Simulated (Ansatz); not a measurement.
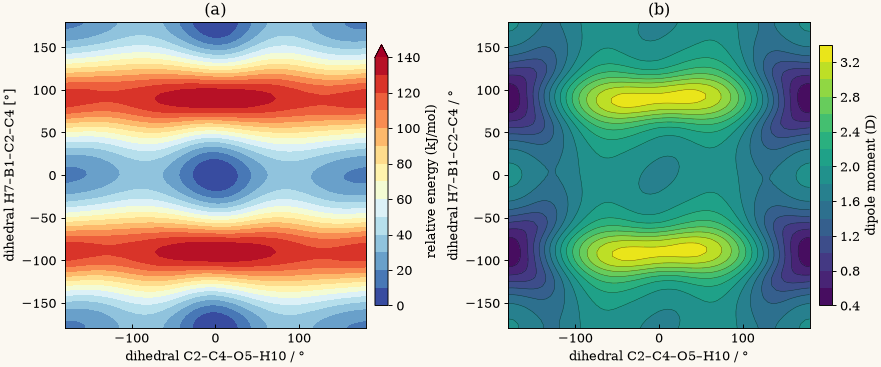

C₂H₄BFO₂, SMILES BC(O)=C(O)F. The first coordinate is: dihedral C2–C4–O5–H10; the second: dihedral H7–B1–C2–C4. Nothing is relaxed (all other coordinates rigid). Grid: 18 × 18 points; 164 points were computed and 160 follow by symmetry. Points are written as (first, second). Energies are in kJ/mol, from the relaxed molecule at the same level. Method: RKS r2SCAN0-D4/def2-SVP (Ansatz 0.2.0).

Panel (a) is the energy; panel (b) is the computed dipole moment, in D.

The picture shows filled contours, one colour for all values above the top of the scale. Between grid points the surface is interpolated.

### How does the dipole moment vary over the map, and what is it at the lowest grid point?

Leaving out the highest fifth of the energies, it runs from 0.87 D at (−180°, −120°) to 2.56 D at (−60°, 60°). At the lowest grid point, (0°, −180°), it is 1.77 D.

```
dihedral H7–B1–C2–C4 ↓, dihedral C2–C4–O5–H10 →  −160  −120   −80   −40     0    40    80   120   160
                                            140  1.32  1.44  2.00  2.02  1.94  2.13  2.06  1.49  1.35
                                            100  0.76  1.90  2.81  3.11  3.11  3.21  2.85  1.85  0.72
                                             60  0.93  1.56  2.39  2.56  2.33  2.39  2.29  1.53  0.87
                                             20  1.68  1.59  1.94  1.94  1.80  1.88  1.90  1.53  1.65
                                            −20  1.65  1.53  1.90  1.88  1.80  1.94  1.94  1.59  1.68
                                            −60  0.87  1.53  2.29  2.39  2.33  2.56  2.39  1.56  0.93
                                           −100  0.72  1.85  2.85  3.21  3.11  3.11  2.81  1.90  0.76
                                           −140  1.35  1.49  2.06  2.13  1.94  2.02  2.00  1.44  1.32
                                           −180  1.75  1.59  1.90  1.87  1.77  1.87  1.90  1.59  1.75
```

The table holds every second grid line.
